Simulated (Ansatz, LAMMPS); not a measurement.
## Li+ BF4- in ethylene carbonate and dimethyl sulfoxide and propylene carbonate at 300 K (188 atoms): support functions against a reference

Aim: test how closely localised support functions follow the reference on Li+ BF4- in ethylene carbonate and dimethyl sulfoxide and propylene carbonate at 300 K (188 atoms), and at what cost. A setting counts as converged where the r.m.s. difference of forces stays under 1 % of the r.m.s. force.

Main program and level: Ansatz 0.2.0; Kohn-Sham DFT, PBE+D4, PAW (set soft_2), plane waves.

**1. The starting structure**

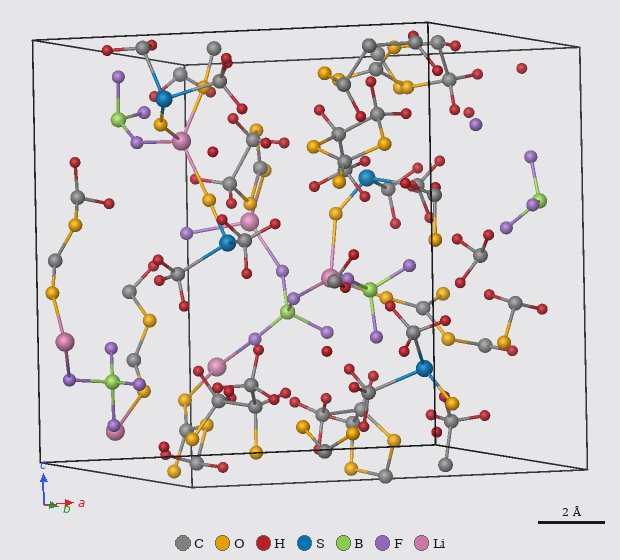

The cell as given, slightly off an axis (carbon grey, oxygen orange, hydrogen red, sulfur blue, boron green, fluorine purple, lithium pink). Bonds to atoms that aren't drawn are left out. Some periodic images of atoms are drawn too.

The cell holds 188 atoms: 44 C, 34 O, 76 H, 4 S, 5 B, 20 F and 5 Li. Cell: a = 12.996 Å, b = 12.996 Å, c = 12.996 Å, α = 90.0°, β = 90.0°, γ = 90.0°. 4 ethylene carbonate, 4 dimethyl sulfoxide, 6 propylene carbonate, 5 Li+, 5 BF4- placed at random, at 1.32 g/cm³; overlaps pushed apart, then 10 ps at 550 K with stiff harmonic cages for PF6 and BF4 with UFF radii; Joung-Cheatham ions (J. Phys. Chem. B 112, 9020 (2008)); MMFF94 bonds, angles, torsions, charges and radii (Halgren, J. Comput. Chem. 17, 490 (1996)) in harmonic and 12-6 forms; charges of ions scaled by 0.8. Snapshot after 30 ps at 300 K and fixed volume.

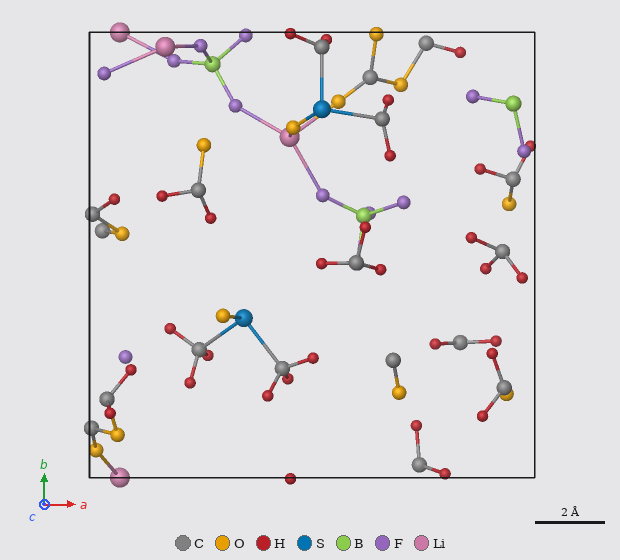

A slice 6 Å thick through the middle of the cell. Bonds to atoms that aren't drawn are left out.

Before any run, some limits are plain. The network of contacts between molecules at the start is that of the classical potential that made the cell, and needn't be the one that DFT or experiment would give. The density was typed from a rule of thumb and may lie off the real one at this temperature. Only the Γ point is sampled, in a cell whose shortest periodic width is 13 Å.

**2. How the cell was made**

A classical potential makes the cell, at a small fraction of what the same run would cost in DFT.

This step: classical MD, stiff harmonic cages for PF6 and BF4 with UFF radii; Joung-Cheatham ions (J. Phys. Chem. B 112, 9020 (2008)); MMFF94 bonds, angles, torsions, charges and radii (Halgren, J. Comput. Chem. 17, 490 (1996)) in harmonic and 12-6 forms; charges of ions scaled by 0.8 (LAMMPS 22 Jul 2025 - Update 4).

Contents of in.lmp:

```
# Li+ BF4- in ethylene carbonate and dimethyl sulfoxide and propylene carbonate
units real
atom_style full
boundary p p p
bond_style harmonic
angle_style harmonic
dihedral_style opls
improper_style harmonic
special_bonds lj 0 0 0.5 coul 0 0 0.75
read_data data.lmp
neigh_modify delay 0 every 1 check yes one 4000
comm_modify cutoff 12.0
timestep 0.5
thermo_style custom step time temp pe press density
thermo_modify norm yes
# push overlapping molecules apart
pair_style soft 2.6
pair_coeff * * 0.0
variable a equal ramp(1,60)
fix ad all adapt 1 pair soft a * * v_a
velocity all create 550 706453 mom yes dist gaussian
fix lim all nve/limit 0.03
fix lan all langevin 550 550 50 706454 zero yes
thermo 1000
run 3000 post no
unfix ad
pair_style lj/cut/coul/long 9.0
pair_modify mix arithmetic tail yes
pair_coeff 1 1 0.0678 3.3680   # C
pair_coeff 2 2 0.0763 3.0430   # O
pair_coeff 3 3 0.0678 3.4070   # C
pair_coeff 4 4 0.0763 2.9870   # O
pair_coeff 5 5 0.0216 2.5400   # H
pair_coeff 6 6 0.2681 3.6400   # S
# [... 21 lines left out ...]
compute msd all msd com yes
thermo 7500
fix md all nvt temp 300 300 100
run 30000 post no
print "== T300: mean square displacement over the hold $(c_msd[4]:%.2f) A^2"
unfix md
uncompute msd
write_dump all custom T300.dump id type xs ys zs modify sort id
```

The run is started by

```sh
$ lmp -in in.lmp -log none -nocite
```

Numbers of over 12 decimals in the logs are rounded to 6 here.

Log:

```text
LAMMPS (22 Jul 2025 - Update 4)
Reading data file ...
  orthogonal box = (0 0 0) to (12.99565 12.99565 12.99565)
  188 atoms
  orthogonal box = (0 0 0) to (12.99565 12.99565 12.99565)
  204 bonds
  266 angles
  292 dihedrals
  10 impropers
WARNING: Bond/angle/dihedral extent > half of periodic box length
   Step          Time           Temp          PotEng         Press         Density
         0   0              550            0.4402737      6339.1707      1.3210013
      1000   500            466.53197      1.7491516      27964.497      1.3210013
      2000   1000           509.35916      1.6744717      24990.998      1.3210013
      3000   1500           465.23995      1.7326747      20164.409      1.3210013
WARNING: Bond/angle/dihedral extent > half of periodic box length
Loop time of 0.508069 s on 1 MPI rank(s) for 3000 steps with 188 atoms
PPPM initialization ...
  G vector (1/distance) = 0.29959714
  grid = 8 8 8
  estimated relative force accuracy = 2.7223735e-05
WARNING: Bond/angle/dihedral extent > half of periodic box length
   Step          Time           Temp          PotEng         Press         Density
      3000   1500           465.23995     -0.94117297     6128.901       1.3210013
[... 17 lines left out ...]
Loop time of 2.02784 s on 1 MPI rank(s) for 2000 steps with 188 atoms
WARNING: Bond/angle/dihedral extent > half of periodic box length
   Step          Time           Temp          PotEng         Press         Density
      2000   1000           576.49738     -3.8165305      11044.082      1.3210013
[... 5 lines left out ...]
WARNING: Bond/angle/dihedral extent > half of periodic box length
Loop time of 10.3178 s on 1 MPI rank(s) for 10000 steps with 188 atoms
WARNING: Bond/angle/dihedral extent > half of periodic box length
   Step          Time           Temp          PotEng         Press         Density
[... 4 lines left out ...]
WARNING: Bond/angle/dihedral extent > half of periodic box length
Loop time of 5.11215 s on 1 MPI rank(s) for 5000 steps with 188 atoms
WARNING: Bond/angle/dihedral extent > half of periodic box length
   Step          Time           Temp          PotEng         Press         Density
[... 2 lines left out ...]
     30000   29000          289.09782     -4.5442333      4109.3052      1.3210013
     37500   36500          298.20049     -4.5311242     -2892.813       1.3210013
     45000   44000          332.36093     -4.5773489      3286.074       1.3210013
     47000   46000          274.59803     -4.6094182     -5954.1176      1.3210013
WARNING: Bond/angle/dihedral extent > half of periodic box length
Loop time of 30.9982 s on 1 MPI rank(s) for 30000 steps with 188 atoms
== T300: mean square displacement over the hold 3.17 A^2
```

The job ended after 50 s (1 thread of Intel Xeon Platinum 8259CL at 2.50GHz (Skylake/Cascade Lake), shared host; peak memory 0.12 GiB).

The input also reads data.lmp (atoms, bonds and types; not printed here).

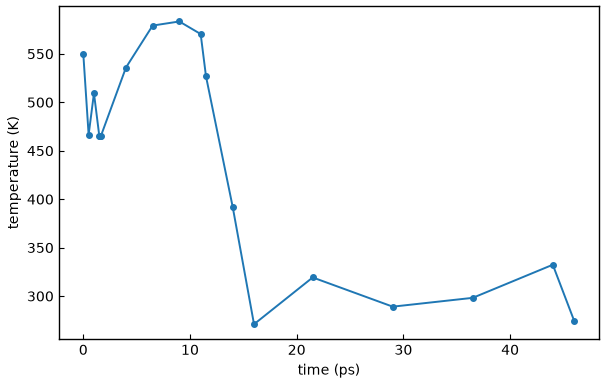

Temperature, plotted against time.

**3. Plane-wave single point**

The first run uses the default basis; a harder plane-wave run follows as the reference for the support functions.

Contents of input.yaml:

```yaml
crystal:
  lattice:
    - [12.99565, 0.0, 0.0]
    - [0.0, 12.99565, 0.0]
    - [0.0, 0.0, 12.99565]
  atoms:
    - { symbol: C, position: [0.9278, 0.50783, 0.48119] }
    - { symbol: C, position: [0.00685, 0.59175, 0.43885] }
    - { symbol: C, position: [0.95153, 0.67022, 0.37694] }
    - { symbol: O, position: [0.9426, 0.61463, 0.28093] }
    - { symbol: C, position: [0.02917, 0.55441, 0.27408] }
    - { symbol: O, position: [0.06617, 0.52071, 0.19717] }
    - { symbol: O, position: [0.07353, 0.54762, 0.36546] }
    - { symbol: H, position: [0.89013, 0.46939, 0.41596] }
    - { symbol: H, position: [0.97207, 0.44845, 0.52454] }
    - { symbol: H, position: [0.85789, 0.53886, 0.525] }
    - { symbol: H, position: [0.05613, 0.62527, 0.5] }
    - { symbol: H, position: [0.8775, 0.69312, 0.40162] }
    - { symbol: H, position: [0.99064, 0.74458, 0.36556] }
    - { symbol: C, position: [0.91977, 0.12534, 0.96358] }
    - { symbol: C, position: [0.83317, 0.04577, 0.95472] }
    - { symbol: C, position: [0.76461, 0.05286, 0.86589] }
    - { symbol: O, position: [0.68825, 0.12657, 0.90023] }
    - { symbol: C, position: [0.67951, 0.10439, 0.00427] }
    - { symbol: O, position: [0.61518, 0.13245, 0.06645] }
    - { symbol: O, position: [0.76684, 0.06489, 0.04053] }
    - { symbol: H, position: [0.96157, 0.10982, 0.03819] }
    - { symbol: H, position: [0.97381, 0.12686, 0.8943] }
    - { symbol: H, position: [0.8872, 0.1974, 0.98404] }
    - { symbol: H, position: [0.8639, 0.97036, 0.95414] }
    - { symbol: H, position: [0.7965, 0.07726, 0.79046] }
    - { symbol: H, position: [0.72463, 0.97982, 0.85601] }
    - { symbol: C, position: [0.59918, 0.48247, 0.69617] }
    - { symbol: C, position: [0.61703, 0.3986, 0.77465] }
    - { symbol: C, position: [0.72088, 0.38401, 0.81707] }
    - { symbol: O, position: [0.7631, 0.31847, 0.74099] }
    - { symbol: C, position: [0.68233, 0.26337, 0.69877] }
    - { symbol: O, position: [0.69558, 0.19082, 0.64637] }
    [... 150 atom lines left out ...]
    - { symbol: F, position: [0.10163, 0.41165, 0.7774] }
    - { symbol: Li, position: [0.44966, 0.76496, 0.46286] }
    - { symbol: Li, position: [0.23902, 0.3469, 0.77133] }
    - { symbol: Li, position: [0.03846, 0.3989, 0.09621] }
    - { symbol: Li, position: [0.06829, 0.0, 0.28255] }
    - { symbol: Li, position: [0.17021, 0.96753, 0.61978] }
kpoints:
  mp_grid: { grid: [1, 1, 1] }
hamiltonian:
  xc: pbe
  dispersion: d4
scf:
  occupations: { method: fermi_dirac, width: 0.025 }
output:
  forces: true
  stress: true
  populations: true
  dos:
    method: { smearing: { sigma: 0.1 } }
    de: 0.1
    projected: { site_lists: { B: [B], C: [C], F: [F], H: [H], Li: [Li] } }
  eigenvalues: true
  write_density: true
  write_potential: true
  volumetric_format: npy
  elf: true
```

The run is started by

```sh
$ ansatz run input.yaml --threads 8 --pin off --max-ram 15872MiB --backend cpu --events-out ev --progress --plain --runs-dir out
```

Log:

```text
Engine: ansatz 0.2.0, x86_64-unknown-linux-gnu
Pseudopotentials: kind: paw
Pseudopotential: C, paw, valence charge 4, recommended cutoff 420 eV (normal), C.paw.azcp
Pseudopotential: O, paw, valence charge 6, recommended cutoff 420 eV (normal), O.paw.azcp
Pseudopotential: H, paw, valence charge 1, recommended cutoff 420 eV (normal), H.paw.azcp
Pseudopotential: S, paw, valence charge 6, recommended cutoff 420 eV (normal), S.paw.azcp
Pseudopotential: B, paw, valence charge 3, recommended cutoff 420 eV (normal), B.paw.azcp
Pseudopotential: F, paw, valence charge 7, recommended cutoff 420 eV (normal), F.paw.azcp
Pseudopotential: Li, paw, valence charge 3, recommended cutoff 420 eV (normal), Li.paw.azcp
Functional definition: PBE
  parameter kappa = 0.804
  parameter beta = 0.066725
  exchange = pbe_x(kappa = kappa, mu = beta*pi^2/3)
  correlation = pbe_c(beta = beta)
Crystal: 188 atoms, lattice volume = 2194.795 Å³
Basis set: ecut = 420 eV, 42931 PW (Γ), exchange–correlation on 180×180×180 points (8 copies of the dense FFT grid, shifted against one another)
Bands: 513, of which v1, the nominal top of the filled ones, is band 325 counted from 1 (324 counted from 0)
Symmetry: 1 space group operations
Space group: P1 (ITA 1), of the structure as read, at distance tolerance 1.3e-4 Å
k-points: 1
Non-local potential: C, projectors of the file, l = 0: 2, l = 1: 2, l = 2: 1
Non-local potential: O, projectors of the file, l = 0: 2, l = 1: 2, l = 2: 1
Non-local potential: H, projectors of the file, l = 0: 2, l = 1: 1
Non-local potential: S, projectors of the file, l = 0: 2, l = 1: 2, l = 2: 2
Non-local potential: B, projectors of the file, l = 0: 2, l = 1: 2, l = 2: 1
Non-local potential: F, projectors of the file, l = 0: 2, l = 1: 2, l = 2: 1
Non-local potential: Li, projectors of the file, l = 0: 3, l = 1: 2, l = 2: 1
PAW form: soft (Blöchl's): semilocal exchange-correlation on the pseudo side does not see the compensation charge
PAW one-centre angular grid: C, 110 points (default); XC on 64 Gauss nodes
PAW one-centre angular grid: O, 110 points (default); XC on 64 Gauss nodes
PAW one-centre angular grid: H, 110 points (default); XC on 64 Gauss nodes
PAW one-centre angular grid: S, 110 points (default); XC on 64 Gauss nodes
PAW one-centre angular grid: B, 110 points (default); XC on 64 Gauss nodes
PAW one-centre angular grid: F, 110 points (default); XC on 64 Gauss nodes
PAW one-centre angular grid: Li, 110 points (default); XC on 64 Gauss nodes
Initial density: superposition of atomic densities (neutral atoms: chi_scale 0, normalization atom), corrected by the library's trained network
Initial wavefunctions: pseudopotential atomic-orbital guess
Functional: x = pbe(κ = 0.804, μ = 0.219515), c = pbe(β = 0.066725)
SCF iter   1: F=—  HF=-53144.944995 eV  |F-HF|=—  |Δ(HF+E_count)|=         —  Δρ=5.90e-3  dr2=9.75e-1  ethr=1.77e-3  ⟨swp⟩=6.0  Hψ=2374  notcnv=0  defer=64
preconditioner: auto → Resta (q_TF=auto, 2.227 Å⁻¹)  ε∞=2.5  [insulator: Δε(μ)=4.161 eV  Ē_g=16.055 eV  σ=0.025 eV  W_gap=1.00  n_scr=436 (ndim 8)  ℏωp=19.5 eV  f_vac=0.279  D(μ)=0.00/eV (n_scr^D=0)  ε∞_Penn≈2.5]
SCF iter   2: F=—  HF=-53144.723304 eV  |F-HF|=—  |Δ(HF+E_count)|=   2.22e-1  Δρ=3.16e-3  dr2=2.15e-1  ethr=1.50e-4  ⟨swp⟩=2.0  Hψ=866  notcnv=0  defer=184
SCF iter   3: F=—  HF=-53144.690201 eV  |F-HF|=—  |Δ(HF+E_count)|=   3.31e-2  Δρ=1.39e-3  dr2=6.86e-2  ethr=3.30e-5  ⟨swp⟩=2.0  Hψ=619  notcnv=0  defer=184
SCF iter   4: F=—  HF=-53144.675495 eV  |F-HF|=—  |Δ(HF+E_count)|=   1.47e-2  Δρ=4.65e-4  dr2=6.99e-3  ethr=1.06e-5  ⟨swp⟩=2.0  Hψ=609  notcnv=0  defer=184
SCF iter   5: F=—  HF=-53144.674120 eV  |F-HF|=—  |Δ(HF+E_count)|=   1.38e-3  Δρ=2.75e-4  dr2=1.60e-3  ethr=1.08e-6  ⟨swp⟩=3.0  Hψ=880  notcnv=0  defer=179
SCF iter   6: F=—  HF=-53144.673830 eV  |F-HF|=—  |Δ(HF+E_count)|=   2.90e-4  Δρ=1.24e-4  dr2=3.08e-4  ethr=2.46e-7  ⟨swp⟩=2.0  Hψ=654  notcnv=0  defer=179
SCF iter   7: F=—  HF=-53144.673773 eV  |F-HF|=—  |Δ(HF+E_count)|=   5.66e-5  Δρ=3.76e-5  dr2=2.85e-5  ethr=4.73e-8  ⟨swp⟩=2.0  Hψ=650  notcnv=0  defer=179
SCF iter   8: F=—  HF=-53144.674145 eV  |F-HF|=—  |Δ(HF+E_count)|=   3.72e-4  Δρ=1.79e-5  dr2=6.27e-6  ethr=4.39e-9  ⟨swp⟩=3.0  Hψ=658  notcnv=0  defer=179
SCF iter   9: F=—  HF=-53144.674145 eV  |F-HF|=—  |Δ(HF+E_count)|=   4.57e-7  Δρ=5.43e-6  dr2=6.24e-7  ethr=9.64e-10  ⟨swp⟩=2.0  Hψ=654  notcnv=0  defer=179
SCF iter  10: F=—  HF=-53144.674145 eV  |F-HF|=—  |Δ(HF+E_count)|=   1.13e-7  Δρ=2.72e-6  dr2=1.48e-7  ethr=9.59e-11  ⟨swp⟩=2.0  Hψ=654  notcnv=0  defer=179
SCF iter  11: F=-53144.674145 eV  HF=-53144.674145 eV  |F-HF|=1.32e-8  |Δ(HF+E_count)|=   1.03e-8  Δρ=1.08e-6  dr2=2.46e-8  ethr=1.54e-11  ⟨swp⟩=20.0  Hψ=4473  notcnv=0
WARN: dispersion: an atom stands within reach of a switch of its C6 between two reference coordination numbers of its element: through that C6 alone, e_disp changes by 0.025 eV or more while the distances to its neighbours run over a stretch of 0.05 Å that contains this geometry (sites counted from 0 in the run's list of atoms or, [...]
SCF 1 converged in 11 iterations: F = -53144.674145 eV  dr2 = 2.46e-8
  greatest PAW one-centre occupation: 1.000 electrons in one spin orbital (limit 2), on the Li atom at site 184 (counted from 0), in its partial waves of l = 0
WARN: The input density's exchange-correlation potential varies sharply where the density is thin. Do not read a vacuum level from v_tot or v_xc, or from such a field of the output density. On a cell that repeats whose density bears no net charge and no dipole along the vacuum's axis use v_es (v_loc + v_h of the components); [...]
SCF converged after 11 iterations
Free energy (F): -53144.674145 eV
Harris-Foulkes:  -53144.674145 eV  (|F-HF|=1.32e-8)
Internal energy: -53144.674145 eV  (E = F + TS)
E sigma→0 (E₀):  -53144.674145 eV
Fermi energy:    1.903127 eV
--- Per-component energies (eV) ---
  E_band       = -6001.679060
  E_kinetic    = 15957.567673
  E_local      = -59694.006200  (includes V_loc(G=0)·N_el)
  E_nonlocal   = 4433.746642
  E_hartree    = 22811.762514
  E_xc         = -7479.676368
  E_vxc        = -9319.479572  (∫ρ·V_xc dr)
  E_paw        = -16712.404012  (= ΣΔE_a)
  E_vpaw       = -3003.051383  (= ΣTr[D̂ρ^β])
  E_aug_tail   = 0.022368  (compensation charges beyond the density's cutoff)
  E_ewald      = -12452.148699
  E_disp       = -9.538062  (pairwise vdW)
  E_smearing   = -0.000000  (= −TS)
  E_closure    = 0.000000  (closes the sum)
  Σ components = -53144.674145   (vs F -53144.674145, Δ=0.00e0)
--- Forces (eV/Å), atoms counted from 1 ---
  atom   1  C      0.17937932     0.37717887     0.22032341
  atom   2  C     -1.34117524    -0.19620114     2.79518463
  atom   3  C      0.25982140     0.74391394    -0.51286676
  atom   4  O      0.68369901    -0.11248686    -1.12747568
  atom   5  C     -0.87101681     1.76128528     0.88634284
  atom   6  O      0.31012367    -1.03599318    -1.75454443
  atom   7  O      1.08815785    -1.08981597     0.00816748
  atom   8  H      0.25519257     0.00399151    -0.15029383
  atom   9  H     -0.47697389     0.44552681    -0.05664685
  atom  10  H      1.59698158    -0.14325641    -0.34339482
  atom  11  H     -0.48007515    -0.27395834    -0.24906653
  atom  12  H     -1.39769016    -0.23536194     0.60520970
  atom  13  H      0.57145655    -0.25800458    -0.25739512
  atom  14  C      1.18554804    -1.35646686     0.40788358
[...]
atom 187  Li     0.00565735     0.28973703     0.31047578
  atom 188  Li    -0.20972413    -0.30782432    -0.38375676
  max |Σ_I F_I| component: 1.50e-4 eV/Å
--- Stress (GPa, compression-positive) ---
        1.738061      -0.168989      -0.001912
       -0.168988       0.969996       0.053528
       -0.001911       0.053528       1.189495
  P = ⅓ Tr σ = 1.2992 GPa (12.992 kbar)
--- Band table (eV) ---
  k-point 0: bands = ["-44.6285", "-44.0065", "-43.8083", "-43.7523", [... 497 levels ...], "11.1431", "11.1625", "11.1688", "11.2309", "11.2577", "11.2767", "11.3294", "11.3638", "11.3770", "11.3777", "11.4747", "11.4930"]
--- Löwdin populations: 188 sites ---
  site symbol       q [e]
     0      C      4.4591
     1      C      3.8938
     2      C      4.0804
[...]
187     Li      2.1988
  spilling = 0.012299 (of n_electrons = 650.000000)
```

Run time: 30 s. Hardware: 8 threads of Intel Xeon Platinum 8259CL at 2.50GHz (Skylake/Cascade Lake), shared host; peak memory 3.3 GiB.

The program notes that the dispersion model switches parameters near this geometry and the exchange-correlation potential is rough where the density is thin.

Numbers from this run:

```
free energy                                      : -53144.6741 eV
free energy per atom                             : -282.6844 eV/atom
SCF cycles                                       : 11
pressure                                         : 1.299 GPa
r.m.s. force component                           : 0.939 eV/Å
longest force                                    : 4.401 eV/Å
Fermi energy                                     : 1.903 eV
gap (highest filled to lowest empty level) : 3.489 eV
spilling of the projection                       : 0.0123
```

The r.m.s. force component of 0.94 eV/Å and the pressure of 1.3 GPa set the scale for the differences below.

(Part 1 of 4 ends here.)

[Logs are printed without paths, hosts, clocks, repeated set-up lines and the standing remarks that a program may print on its own settings, such as how far it seeks lower states.]

[Hosts, paths, dates, database ids (printed as entryN), source tags and the programs' standing remarks are cut or masked in the printed files.]

[The MMFF94 radii named for the starting cell were scaled by 0.96; in molecules described by MMFF94, hydrogen bound to N, O or S took a small fixed 12-6 site in their place.]
